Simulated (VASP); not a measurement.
Band structure of Ga₃Ag (space group Fm-3m). Calculation: PBEsol GGA, VASP's PBE PAW potentials (set 64) (plane waves; VASP).

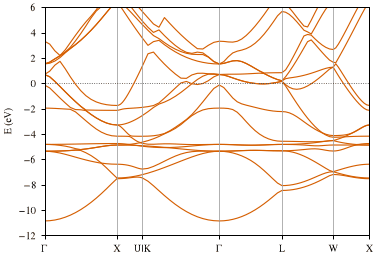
Fig. 1. Bands along high-symmetry lines, zero at the valence-band maximum or, without a gap, the Fermi level

Task: Read the plot: is there a gap, and where are the band edges?

Result: It has no gap at this level: it comes out as a metal or semimetal. (Edges off the drawn lines would not show.)

The structure comes from a computed database's Ga3Ag entry (Fm-3m); how it stands against other phases isn't given here. It was relaxed first, which changed the volume by -7 %.
